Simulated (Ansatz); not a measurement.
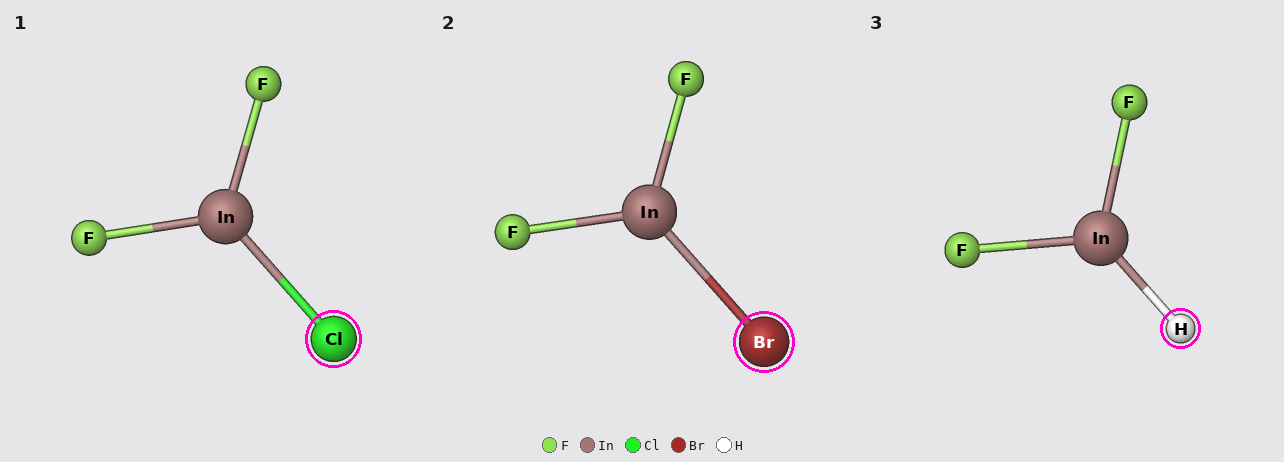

3 molecules with one skeleton, seen from the same side and at one scale; the atom that differs is circled. Charge 0, singlet. Computed geometries: PBE0-D4/def2-TZVP optimisations, one conformation each. Properties computed with Ansatz 0.2.0. Elements past Kr carry core potentials.

One atom differs, called X below: Cl in panel 1, Br in panel 2, H in panel 3. Their formulas are InClF2 (`[F][In]([F])[Cl]`), InBrF2 (`[F][In]([F])[Br]`), F2HIn (`[F][InH][F]`).

Question: Rank them by the harmonic X–In stretching wavenumber, lowest first (PBE0-D4/def2-TZVP).

Answer: 2 (Br), 1 (Cl), 3 (H).

Question: Rank them by the HOMO–LUMO gap, lowest first (PBE-D4/def2-TZVPP).

Answer: 2 (Br), 1 (Cl), 3 (H).

Give the values. With PBE0-D4/def2-TZVP: length of X–In (Å), mean angle F–In–X (°), harmonic X–In stretching wavenumber (cm⁻¹). With PBE-D4/def2-TZVPP: dipole moment (D), HOMO energy (Kohn–Sham orbital) (eV), HOMO–LUMO gap (eV).

```
                                  quantity  1 (Cl)  2 (Br)  3 (H)
                        length of X–In (Å)   2.277   2.413  1.681
                     mean angle F–In–X (°)   122.6   123.2  126.6
                         dipole moment (D)    1.13    1.63   3.31
      HOMO energy (Kohn–Sham orbital) (eV)   −8.42   −7.98  −8.23
                        HOMO–LUMO gap (eV)    4.32    3.91   5.44
harmonic X–In stretching wavenumber (cm⁻¹)     390     272   1939
```
